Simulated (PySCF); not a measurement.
# Two runs on Si₂H₅ClO

System: Si₂H₅ClO.
Method of run 1: GIAO PBE0/pcSseg-2 NMR shielding, non-relativistic, gas phase (PySCF 2.14.0).

The geometry comes from this level: PBE0-D3(BJ)/def2-SVP. Text and figures count atoms from 1; the logs count them from 0 in places.

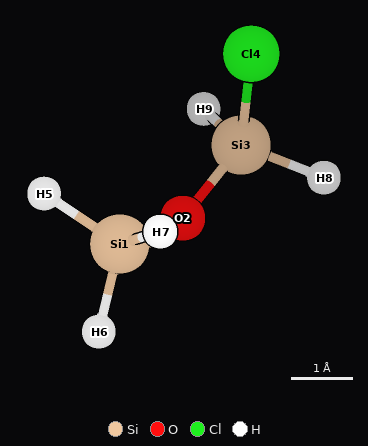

Fig. 1: The structure (ball-and-stick view, seen at a tilt; atoms are numbered from 1 in the order of the input). Bond lengths as drawn: Cl–Si 2.07 Å, H–Si 1.48 to 1.49 Å and O–Si 1.64 to 1.67 Å.

**The input, run 1**
```
{"job": {"kind": "nmr", "xc": "PBE0", "basis": "pcSseg-2", "pop": false}, "charge": 0, "multiplicity": 1}
Si    -1.556564     0.227042     0.027976
O     -0.110852    -0.598900     0.118371
Si     1.519481    -0.450910    -0.010006
Cl     2.015288     1.555159    -0.126443
H     -1.803738     0.675305    -1.373661
H     -2.632103    -0.709667     0.453744
H     -1.529673     1.413236     0.931692
H      2.166788    -1.017070     1.199207
H      1.994557    -1.109163    -1.253323
```

The first line tells a small driver script what to run in PySCF; the rest is the geometry in Å.

Launched with:
```bash
OMP_NUM_THREADS=1 python <driver script> task.json out
```

Hardware: 1 CPU thread, shared host.

**Output (run 1)**
```
coarse grid: 9064 points
cycle   1  E = -1117.0408220342  dE =  1.461e-01  |g| = 7.690e-01  |ddm| = 2.246e+00
cycle   2  E = -1116.8316856069  dE =  2.091e-01  |g| = 1.295e+00  |ddm| = 1.022e+00
cycle   3  E = -1117.1406859049  dE = -3.090e-01  |g| = 1.107e-01  |ddm| = 7.157e-01
cycle   4  E = -1117.1430075567  dE = -2.322e-03  |g| = 4.679e-02  |ddm| = 1.237e-01
cycle   5  E = -1117.1434677023  dE = -4.601e-04  |g| = 6.763e-03  |ddm| = 4.215e-02
cycle   6  E = -1117.1434749413  dE = -7.239e-06  |g| = 1.941e-03  |ddm| = 6.141e-03
final grid: 73672 points
cycle   7  E = -1117.1522799497  dE = -3.261e-05  |g| = 7.016e-03  |ddm| = 1.596e-02
cycle   8  E = -1117.1522696737  dE =  1.028e-05  |g| = 9.831e-03  |ddm| = 8.404e-03
cycle   9  E = -1117.1522866492  dE = -1.698e-05  |g| = 1.282e-03  |ddm| = 5.451e-03
cycle  10  E = -1117.1522868996  dE = -2.504e-07  |g| = 2.707e-04  |ddm| = 7.240e-04
cycle  11  E = -1117.1522869173  dE = -1.769e-08  |g| = 3.781e-05  |ddm| = 2.705e-04
cycle  12  E = -1117.1522869176  dE = -2.694e-10  |g| = 8.942e-06  |ddm| = 3.423e-05
converged SCF energy = -1117.1522869176

GIAO shielding tensors (ppm)
atom      isotropic    diamagn.    paramagn.     s11        s22        s33       span
  0 Si     381.042     876.909    -495.867    341.983    348.133    453.011    111.028
  1 O      282.503     397.050    -114.546    239.880    262.572    345.058    105.177
  2 Si     362.268     875.585    -513.317    345.155    349.472    392.178     47.023
  3 Cl     895.824    1148.776    -252.952    730.084    942.747   1014.640    284.556
  4 H       26.149      28.656      -2.508     23.135     24.501     30.810      7.675
  5 H       26.230      28.215      -1.985     23.246     24.398     31.047      7.801
  6 H       26.088      28.816      -2.728     22.830     25.063     30.371      7.540
  7 H       25.736      27.678      -1.942     22.054     24.050     31.103      9.049
  8 H       25.712      27.783      -2.071     22.034     24.053     31.048      9.014
```

Run 2 used a changed input.

**The two runs side by side**

| quantity | run 1 | run 2 |
| --- | --- | --- |
| outcome | converged | converged |
| total energy (hartree) | −1117.152287 | −1129.912599 |
| HOMO (eV) | −8.80 | −9.96 |
| LUMO (eV) | −0.29 | −1.76 |
| dipole moment (D) | 1.00 | 1.03 |
| shielding of Si1 (ppm) | 381.0 | 376.7 |
| shielding of O2 (ppm) | 282.5 | 278.0 |
| shielding of Cl4 (ppm) | 895.8 | 894.6 |
| shielding of H5 (ppm) | 26.1 | 27.2 |
| shielding of H6 (ppm) | 26.2 | 27.4 |
| shielding of H7 (ppm) | 26.1 | 27.2 |
| shielding of H8 (ppm) | 25.7 | 26.8 |
| SCF iterations | 12 | 13 |
| basis functions | 235 | 235 |
| wall time (shared host) | 18 s | 18 s |

What was changed in the input?

The change (lines with − go, lines with + come):
```diff
-"xc": "PBE0"
+"xc": "WP04"
```

The total energies belong to different methods, so their difference says nothing on which is more stable or more accurate. The HOMO goes from −8.80 to −9.96 eV. The LUMO goes from −0.29 to −1.76 eV. The dipole moment goes from 1.00 to 1.03 D. Of all shieldings, the largest change is that of O2, by −4.5 ppm. The functional changes from PBE0 to WP04. Exact exchange removes part of the self-interaction error of semilocal functionals, which pushes filled and empty levels apart. The SCF takes 13 iterations against 12.

**Output (run 2)**
```
coarse grid: 9064 points
cycle   1  E = -1129.6884653389  dE =  1.785e-01  |g| = 1.143e+00  |ddm| = 2.261e+00
cycle   2  E = -1128.9870235288  dE =  7.014e-01  |g| = 2.146e+00  |ddm| = 1.713e+00
cycle   3  E = -1129.8915177754  dE = -9.045e-01  |g| = 2.519e-01  |ddm| = 1.362e+00
cycle   4  E = -1129.9027948894  dE = -1.128e-02  |g| = 1.116e-01  |ddm| = 2.640e-01
cycle   5  E = -1129.9053624781  dE = -2.568e-03  |g| = 1.848e-02  |ddm| = 1.037e-01
cycle   6  E = -1129.9054293064  dE = -6.683e-05  |g| = 5.816e-03  |ddm| = 1.832e-02
cycle   7  E = -1129.9054372051  dE = -7.899e-06  |g| = 6.880e-04  |ddm| = 5.018e-03
final grid: 73672 points
cycle   8  E = -1129.9125972030  dE = -3.594e-05  |g| = 3.986e-03  |ddm| = 1.871e-02
cycle   9  E = -1129.9125948206  dE =  2.382e-06  |g| = 5.114e-03  |ddm| = 4.424e-03
cycle  10  E = -1129.9125988956  dE = -4.075e-06  |g| = 1.185e-03  |ddm| = 2.654e-03
cycle  11  E = -1129.9125991203  dE = -2.248e-07  |g| = 2.880e-04  |ddm| = 7.095e-04
cycle  12  E = -1129.9125991376  dE = -1.724e-08  |g| = 6.862e-05  |ddm| = 2.736e-04
cycle  13  E = -1129.9125991385  dE = -9.563e-10  |g| = 1.342e-05  |ddm| = 6.712e-05
converged SCF energy = -1129.9125991385

GIAO shielding tensors (ppm)
atom      isotropic    diamagn.    paramagn.     s11        s22        s33       span
  0 Si     376.715     878.945    -502.230    346.043    352.345    431.756     85.714
  1 O      278.016     399.535    -121.519    252.678    254.906    326.463     73.785
  2 Si     362.146     877.795    -515.649    347.997    353.822    384.619     36.623
  3 Cl     894.576    1153.257    -258.681    733.622    920.930   1029.175    295.553
  4 H       27.247      29.663      -2.416     24.308     25.687     31.745      7.438
  5 H       27.351      29.050      -1.699     24.426     25.521     32.105      7.679
  6 H       27.197      29.834      -2.637     24.008     26.266     31.319      7.311
  7 H       26.797      28.481      -1.684     23.167     25.089     32.135      8.967
  8 H       26.769      28.625      -1.856     23.149     25.087     32.072      8.923
```
